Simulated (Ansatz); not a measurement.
# AlHO2 (SMILES [O]=[Al][OH]) at BHLYP/STO-3G

What is the electronic atomisation energy of AlHO2 at BHLYP/STO-3G? 

Program for the calculation: Ansatz 0.2.0.

62 further runs of the same task are left out: 8 that didn't finish, 54 set aside as unsound or not needed.

**1. The structure to begin with**

AlHO2 has 4 atoms, charge 0, and is taken as a singlet. As SMILES, `[O]=[Al][OH]`. The shape comes from GFN2-xTB, which is rough for such elements, and wasn't checked as a minimum.

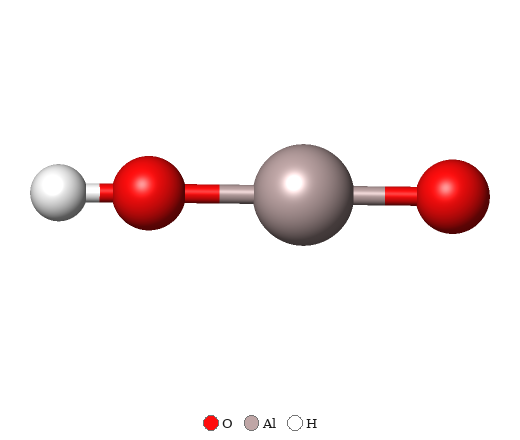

Viewed from a chosen angle; oxygen red, aluminium light grey, hydrogen white.

**2. A single-point energy at BHLYP/STO-3G**

job.yaml reads:

```yaml
crystal:
  periodic: [false, false, false]
  atoms:
    - {symbol: O, position_ang: [-1.605830, -1.403740, -0.651200]}
    - {symbol: Al, position_ang: [-0.474020, -0.415070, -0.191330]}
    - {symbol: O, position_ang: [0.698750, 0.609040, 0.285100]}
    - {symbol: H, position_ang: [1.381100, 1.209770, 0.557430]}
basis:
  gaussian:
    orbitals: STO-3G
hamiltonian:
  xc: {name: BHLYP}
accuracy: high
```

Launch:

```sh
$ ansatz run job.yaml --threads 1 --pin off --max-ram 2610MiB --events-out events.jsonl --progress --plain --runs-dir runs
```

The log of the run:

```text
Warning: RAYON_NUM_THREADS=1 ignored (pool sized by the plan → 1); use --threads N
Functional definition: BHLYP
  name "BHLYP"
  parameter a = 0.5
  exchange = (1 - a)*b88_x + a*exact_x
  correlation = lyp_c
342 factors; integrals over basis functions are off by at most 1.7e-8 eV
mean field evaluation 1: about -10558.6297 eV, gradient 4.2e1 eV
mean field evaluation 2: about -10500.4299 eV, gradient 1.6e2 eV
mean field evaluation 4: about -10566.3719 eV, gradient 6.8e0 eV
mean field evaluation 8: about -10566.5256 eV, gradient 7.2e-2 eV
mean field evaluation 16: about -10566.5256 eV, gradient 3.1e-7 eV
mean field -10566.52562047 eV, -388.3126543039 hartree, gradient 2.5e-8 eV, S^2 0.000000; 0 other end points of the search recorded, 0 dependent functions left out
reference -10566.52563740 eV, -388.3126549262 hartree; 15, 15 occupied and 5, 5 virtual orbitals, 342 factors
Total energy: -10566.52563740 eV, -388.3126549262 hartree
```

It took 0.69 s on 1 thread of Intel Xeon 6975P-C (Granite Rapids), shared host; peak memory 0.11 GiB.

**3. The Al atom, same level**

job.yaml reads:

```yaml
basis:
  gaussian: {orbitals: STO-3G}
crystal:
  periodic: [false, false, false]
  atoms:
    - {symbol: Al, position_ang: [0.000000, 0.000000, 0.000000]}
accuracy: high
hamiltonian: {xc: {name: BHLYP}}
total_charge: 0
magnetization: {spin_polarized: true, initial_magnetization: 1}
```

Launch:

```sh
$ ansatz run job.yaml --threads 1 --pin off --max-ram 2610MiB --events-out events.jsonl --progress --plain --runs-dir runs
```

The log of the run:

```text
Warning: RAYON_NUM_THREADS=1 ignored (pool sized by the plan → 1); use --threads N
[... 5 set-up lines as earlier in the session ...]
42 factors; integrals over basis functions are off by at most 1.6e-9 eV
mean field evaluation 1: about -6512.5073 eV, gradient 2.0e-1 eV
mean field evaluation 2: about -6512.5075 eV, gradient 2.4e-2 eV
mean field evaluation 4: about -6512.5075 eV, gradient 1.5e-3 eV
mean field evaluation 8: about -6512.5075 eV, gradient 8.1e-8 eV
mean field -6512.50753741 eV, -239.3302376635 hartree, gradient 8.1e-8 eV, S^2 0.750000; 0 other end points of the search recorded, 0 dependent functions left out
reference -6512.50755176 eV, -239.3302381912 hartree; 7, 6 occupied and 2, 3 virtual orbitals, 42 factors
Total energy: -6512.50755176 eV, -239.3302381912 hartree
```

Wall time 0.28 s (1 thread of Intel Xeon 6975P-C (Granite Rapids), shared host).

**4. The H atom at the same level**

input.yaml reads:

```yaml
crystal:
  periodic: [false, false, false]
  atoms:
    - {symbol: H, position_ang: [0.000000, 0.000000, 0.000000]}
basis:
  gaussian: {orbitals: STO-3G}
magnetization: {spin_polarized: true, initial_magnetization: 1}
hamiltonian: {xc: {name: BHLYP}}
accuracy: high
```

Run the same way, it converges to -0.46466 Eh (log not shown).

**5. The O atom**

in.yaml reads:

```yaml
crystal:
  periodic: [false, false, false]
  atoms:
    - {symbol: O, position_ang: [0.000000, 0.000000, 0.000000]}
basis:
  gaussian:
    orbitals: STO-3G
magnetization:
  spin_polarized: true
  initial_magnetization: 2
hamiltonian:
  xc: {name: BHLYP}
accuracy: high
```

Run the same way, it converges to -74.03523 Eh (log not shown).

**6. Summary of results**

Level: BHLYP/STO-3G.

| quantity | value |
| --- | --- |
| molecule: total energy | -388.31265 Eh |
| Al atom: total energy | -239.33024 Eh |
| Al atom: ⟨S²⟩ | 0.750 |
| H atom: total energy | -0.46466 Eh |
| H atom: ⟨S²⟩ | 0.750 |
| O atom: total energy | -74.03523 Eh |
| O atom: ⟨S²⟩ | 2.000 |
| electronic atomisation energy | 12.171 eV |

What this shows: Taking the molecule apart into free atoms costs 12.17 eV (1174 kJ/mol), before zero-point energy and without spin-orbit coupling. In a minimal basis such a difference can be off by several eV, whatever the method.
